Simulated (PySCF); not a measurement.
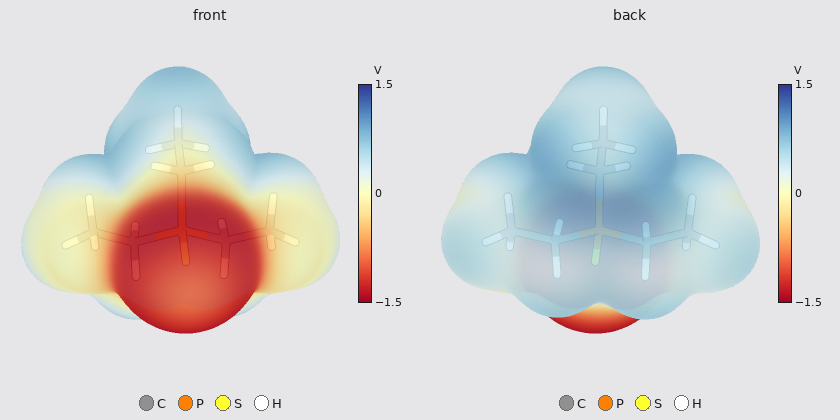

Figure 1: C6H15PS (SMILES CCP(=S)(CC)CC). The molecular electrostatic potential painted on the density surface at 0.001 e/bohr³, seen from the front and from behind; red is negative and blue positive.

Geometry: GFN2-xTB.

All numbers below come from PBE0/pcSseg-1, SCF density, gas phase, non-relativistic in PySCF 2.14.0.

```xyz
23

C     2.7139    0.5546    0.6183
C     1.7799   -0.2173   -0.3010
P     0.1578   -0.5410    0.5342
S     0.2996   -1.5139    2.2056
C    -0.7975   -1.4273   -0.7831
C    -2.2242   -1.6994   -0.3309
C    -0.6581    1.1030    0.7546
C    -0.8333    1.9524   -0.4946
H     2.7650    0.0588    1.5870
H     2.3598    1.5723    0.7714
H     3.7166    0.5996    0.1983
H     1.6187    0.3053   -1.2458
H     2.1988   -1.2048   -0.5203
H    -0.7705   -0.8602   -1.7154
H    -0.2662   -2.3716   -0.9398
H    -2.8027   -0.7786   -0.2801
H    -2.7208   -2.3792   -1.0205
H    -2.2141   -2.1556    0.6586
H    -0.0591    1.6265    1.5066
H    -1.6232    0.8815    1.2216
H    -1.3364    2.8831   -0.2376
H     0.1283    2.2005   -0.9380
H    -1.4368    1.4382   -1.2391
```

Question: Where is the surface potential most negative and most positive?

Answer: The most negative region (about −1.4 V) lies over S4, the most positive (about +0.9 V) over H12, H14, H22 and H23.
